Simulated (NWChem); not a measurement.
# quartet OF at 6 levels

Aim: a comparison of 6 runs (UHF/3-21G, UB3LYP/6-31G*, UB3LYP/aug-cc-pVTZ, UPBE0/aug-cc-pVTZ, USVWN5/aug-cc-pVTZ) of quartet OF. 

The calculation is run with NWChem 7.3.0.

25 further runs of the same task are left out: 25 set aside as unsound or not needed.

## (1) The system as given

The species is OF (2 atoms), meant as a quartet with charge 0. As SMILES of the parent species, `[O]F`. The shape is that of a PBE0-D4/def2-TZVP optimisation. That shape belongs to the parent species and isn't relaxed for this state.

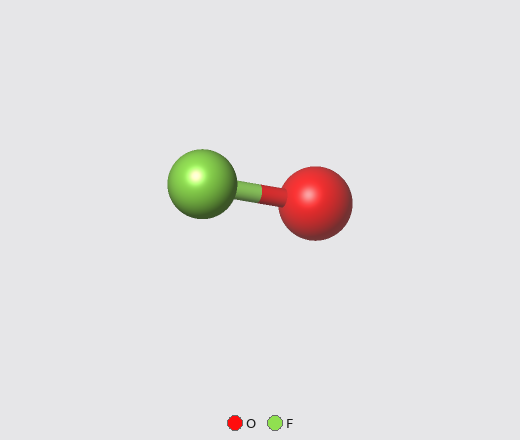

Viewed from a chosen angle; oxygen red, fluorine green.

## (2) The energy at UHF/3-21G (run 1)

fo.xyz

```xyz
2
FO hf
O      0.000000     0.000000    -0.015950
F      0.000000     0.000000     1.314400
```

run.py

```python
from ase.io import read
from ase.calculators.nwchem import NWChem

system = read('fo.xyz')

calc = NWChem(
    label='fo',
    theory='scf',
    memory='2200 mb',
    basis='3-21G',
    basispar='spherical bse',
    scf={'nopen': '3', 'uhf': None, 'thresh': '1e-08', 'maxiter': '80'},
    task='energy',
)
system.calc = calc

print("Total energy (eV):", round(system.get_potential_energy(), 6))
```

Launch:

```bash
$ export ASE_NWCHEM_COMMAND="nwchem PREFIX.nwi > PREFIX.nwo"
$ python run.py
```

Output:

```text
Total energy (eV): -4709.22668
```

The calculator wrote fo.nwi:

```
title "fo"

permanent_dir fo

scratch_dir fo

start fo

geometry units angstrom nocenter noautosym noautoz
  O  0.0000000000000000e+00 0.0000000000000000e+00 -1.5949999999999999e-02
  F  0.0000000000000000e+00 0.0000000000000000e+00 1.3144000000000000e+00
end

memory 2200 mb

basis spherical bse noprint
   * library 3-21G
end

scf
  nopen 3
  uhf
  thresh 1e-08
  maxiter 80
end

task scf energy
```

fo.nwo:

```text
Northwest Computational Chemistry Package (NWChem) 7.3.0
             --------------------------------------------------------

           Job information
           ---------------

    nwchem branch   = 7.3.0
    use scalapack   = T
    input           = fo.nwi
    prefix          = fo.
    data base       = fo/fo.db
    status          = startup
    nproc           =        1

           Memory information
           ------------------

    heap     =     72089598 doubles =      550.0 Mbytes
    stack    =     72089595 doubles =      550.0 Mbytes
    global   =    144179200 doubles =     1100.0 Mbytes (distinct from heap & stack)
    total    =    288358393 doubles =     2200.0 Mbytes
    verify   = yes
    hardfail = no

           Directory information
           ---------------------

  0 permanent = fo
  0 scratch   = fo

                                NWChem Input Module
                                -------------------

                                        fo
                                        --

[... 21 lines left out ...]
            Nuclear Dipole moment (a.u.)
[... 57 lines left out ...]
 1-e energy   =    -298.818494
[... 7 lines left out ...]
         Quadratically convergent UHF
[... 15 lines left out ...]
       Final UHF  results
[... 3 lines left out ...]
      One electron energy =   -298.310539175880
[... 1 line left out ...]
 Nuclear repulsion energy =     28.639652668830
[... 30 lines left out ...]
          Final beta eigenvalues
[... 156 lines left out ...]
                     UHF Final Beta Molecular Orbital Analysis
[... 154 lines left out ...]
    Atom       Charge   Shell Charges
 -----------   ------   -------------------------------------------------------
    1 O    8     5.00   0.99  0.28  1.62  0.73  1.38
    2 F    9     5.00   0.99  0.25  1.49  0.76  1.50

   Mulliken analysis of the beta density
   -------------------------------------

    Atom       Charge   Shell Charges
 -----------   ------   -------------------------------------------------------
    1 O    8     2.73   0.99  0.21  0.32  0.74  0.47
    2 F    9     4.27   0.99  0.21  0.96  0.78  1.33

   Mulliken analysis of the spin density
   -------------------------------------

    Atom       Charge   Shell Charges
 -----------   ------   -------------------------------------------------------
    1 O    8     2.27   0.00  0.07  1.30 -0.00  0.90
    2 F    9     0.73   0.00  0.04  0.53 -0.01  0.17

       Multipole analysis of the density wrt the origin
       ------------------------------------------------

     L   x y z        total         alpha         beta         nuclear
     -   - - -        -----         -----         ----         -------
     0   0 0 0     -0.000000    -10.000000     -7.000000     17.000000

     1   1 0 0      0.000000     -0.000000      0.000000      0.000000
[... 8 lines of this table left out ...]
     2   0 0 2     -9.019145    -35.257704    -29.294568     55.533126

 Task  times  cpu:        0.2s     wall:        0.2s
 Total times  cpu:        0.2s     wall:        0.2s
```

It took 1.5 s on 1 thread of Intel Xeon Platinum 8259CL at 2.50GHz (Skylake/Cascade Lake), shared host; peak memory 0.1 GiB.

## (3) The energy at UB3LYP/6-31G(d) (spherical functions) (run 2)

test.nw

```
start test
memory total 2200 mb

geometry noautosym nocenter noautoz
   O     0.000000    0.000000   -0.015950
   F     0.000000    0.000000    1.314400
end

basis spherical bse
   O library 6-31G*
   F library 6-31G*
end

dft
   xc b3lyp
   mult 4
   grid xfine
   convergence energy 1e-08
   iterations 100
   mulliken
end

task dft
```

Launch:

```bash
$ nwchem test.nw > test.out
```

Output:

```text
[...]
          Wavefunction type:  spin polarized.
          No. of atoms     :     2
          No. of electrons :    17
[...]
          Charge           :     0
          Spin multiplicity:     4
[...]
          AO basis - number of functions:    28
[...]
              XC Information
              --------------
                         B3LYP Method XC Potential
                     Hartree-Fock (Exact) Exchange  0.200
                        Slater Exchange Functional  0.800 local
                    Becke 1988 Exchange Functional  0.720 non-local
              Lee-Yang-Parr Correlation Functional  0.810
                  VWN I RPA Correlation Functional  0.190 local
[...]
 d= 0,ls=0.0,diis     1   -174.6564074389 -2.03D+02  2.15D-02  1.75D-01     0.5
[...]
 d= 0,ls=0.0,diis    10   -174.7062376852 -4.01D-09  1.67D-07  1.42D-10     3.6
[...]
         Total DFT energy =     -174.706237685215
      One electron energy =     -299.412937729474
           Coulomb energy =      115.070542121681
    Exchange-Corr. energy =      -19.003494746253
 Nuclear repulsion energy =       28.639652668830
[...]
      Total Density - Mulliken Population Analysis
     ---------------------------------------------
    Atom       Charge   Shell Charges
 -----------   ------   -------------------------------------------------------
    1 O    8     7.88   2.00  1.02  2.62  0.92  1.29  0.04
    2 F    9     9.12   2.00  0.98  3.23  1.00  1.88  0.03
[...]
      <S2> =      3.7570 (Exact =     3.7500)
[...]
```

Run time: 4.2 s. Hardware: 1 thread of Intel Xeon Platinum 8259CL at 2.50GHz (Skylake/Cascade Lake), shared host; peak memory 0.11 GiB.

Runs 3 to 5 aren't shown in full; the table further down has their settings and results.

## (4) A single-point energy at USVWN5/aug-cc-pVTZ (run 6)

mymol.xyz

```xyz
2
FO
O      0.000000     0.000000    -0.015950
F      0.000000     0.000000     1.314400
```

run.py

```python
from ase.io import read
from ase.calculators.nwchem import NWChem

molecule = read('mymol.xyz')

calc = NWChem(
    label='mymol',
    theory='dft',
    memory='2200 mb',
    basis='aug-cc-pVTZ',
    basispar='spherical bse',
    dft={'xc': 'slater vwn_5', 'mult': '4', 'grid': 'fine', 'convergence': 'energy 1e-08', 'iterations': '100', 'mulliken': None},
    task='energy',
)
molecule.calc = calc

print(f"energy = {molecule.get_potential_energy():.6f} eV")
```

Launch:

```bash
$ export ASE_NWCHEM_COMMAND="nwchem PREFIX.nwi > PREFIX.nwo"
$ python run.py
```

Output:

```text
energy = -4724.808558 eV
```

The calculator wrote mymol.nwi:

```
title "mymol"

permanent_dir mymol

scratch_dir mymol

start mymol

geometry units angstrom nocenter noautosym noautoz
  O  0.0000000000000000e+00 0.0000000000000000e+00 -1.5949999999999999e-02
  F  0.0000000000000000e+00 0.0000000000000000e+00 1.3144000000000000e+00
end

memory 2200 mb

basis spherical bse noprint
   * library aug-cc-pVTZ
end

dft
  xc slater vwn_5
  mult 4
  grid fine
  convergence energy 1e-08
  iterations 100
  mulliken
end

task dft energy
```

mymol.nwo:

```text
Northwest Computational Chemistry Package (NWChem) 7.3.0
             --------------------------------------------------------

           Job information
           ---------------

    nwchem branch   = 7.3.0
    use scalapack   = T
    input           = mymol.nwi
    prefix          = mymol.
    data base       = mymol/mymol.db
    status          = startup
    nproc           =        1

           Memory information
           ------------------

    heap     =     72089596 doubles =      550.0 Mbytes
    stack    =     72089601 doubles =      550.0 Mbytes
    global   =    144179200 doubles =     1100.0 Mbytes (distinct from heap & stack)
    total    =    288358397 doubles =     2200.0 Mbytes
    verify   = yes
    hardfail = no

           Directory information
           ---------------------

  0 permanent = mymol
  0 scratch   = mymol

                                NWChem Input Module
                                -------------------

                                       mymol
                                       -----

[... 21 lines left out ...]
            Nuclear Dipole moment (a.u.)
[... 38 lines left out ...]
  convergence criterion.
[... 16 lines left out ...]
          Convergence on density requested:  1.00D-05
[... 18 lines left out ...]
          Spatial weights used:  Erf1
[... 3 lines left out ...]
          Convergence aids based upon iterative change in
[... 76 lines left out ...]
         Total DFT energy =     -173.633513321649
[... 1 line left out ...]
           Coulomb energy =      114.177660920913
[... 1 line left out ...]
 Nuclear repulsion energy =       28.639652668830
[... 696 lines left out ...]
                     DFT Final Beta Molecular Orbital Analysis
[... 756 lines left out ...]
   alpha     81     82     83     84     85     86     87     88     89     90
    beta     81     82     83     84     85     86     87     88     89     90
 overlap   0.999  0.999  0.999  0.999  1.000  1.000  1.000  1.000  1.000  1.000

   alpha     91     92
    beta     91     92
 overlap   1.000  1.000

     --------------------------
     Expectation value of S2:
     --------------------------
      <S2> =      3.7557 (Exact =     3.7500)

 center of mass
 --------------
 x =   0.00000000 y =   0.00000000 z =   1.33474605

 moments of inertia (a.u.)
 ------------------
          54.883690085454           0.000000000000           0.000000000000
           0.000000000000          54.883690085454           0.000000000000
           0.000000000000           0.000000000000           0.000000000000

     Multipole analysis of the density
     ---------------------------------

     L   x y z        total         alpha         beta         nuclear
     -   - - -        -----         -----         ----         -------
     0   0 0 0     -0.000000    -10.000000     -7.000000     17.000000

     1   1 0 0     -0.000000     -0.000000      0.000000      0.000000
[... 8 lines of this table left out ...]
     2   0 0 2     -9.134761    -36.680257    -27.987630     55.533126

 Task  times  cpu:       10.5s     wall:       10.5s
 Total times  cpu:       10.5s     wall:       10.5s
```

Run time: 12 s. Hardware: 1 thread of Intel Xeon Platinum 8259CL at 2.50GHz (Skylake/Cascade Lake), shared host; peak memory 0.11 GiB.

## (5) Overview of the runs

```tsv
run	level	iteration cap	module	energy (Eh)	dipole moment (D)	HOMO energy (eV)	⟨S²⟩	wall time
1	UHF/3-21G	80	scf	-173.060890	1.30	-10.37	3.762	1.5 s
2	UB3LYP/6-31G* (spherical functions)	100	dft	-174.706238	0.22	-3.57	3.757	4.2 s
3	UB3LYP/6-31G* (Cartesian functions)	100	dft	-174.709186	0.21	-3.57	3.757	5.4 s
4	UB3LYP/aug-cc-pVTZ	100	dft	-174.794209	0.43	–	3.761	15 s
5	UPBE0/aug-cc-pVTZ	100	dft	-174.621346	0.50	-4.86	3.761	15 s
6	USVWN5/aug-cc-pVTZ	100	dft	-173.633513	0.20	-2.95	3.756	12 s
```

## (6) Summary of results

```
                                 quantity          value
                      run 6: total energy  -173.63351 Eh
                     run 6: dipole moment         0.20 D
run 6: HOMO energy (highest over α and β)       -2.95 eV
                              run 6: ⟨S²⟩          3.756
```

What this shows: The dipole moment (its size) runs from 0.20 D (USVWN5/aug-cc-pVTZ) to 1.30 D (UHF/3-21G). The two ends differ in method and basis. Totals of different functionals can't be ranked against each other. All runs together took 53 s, the longest 15 s.
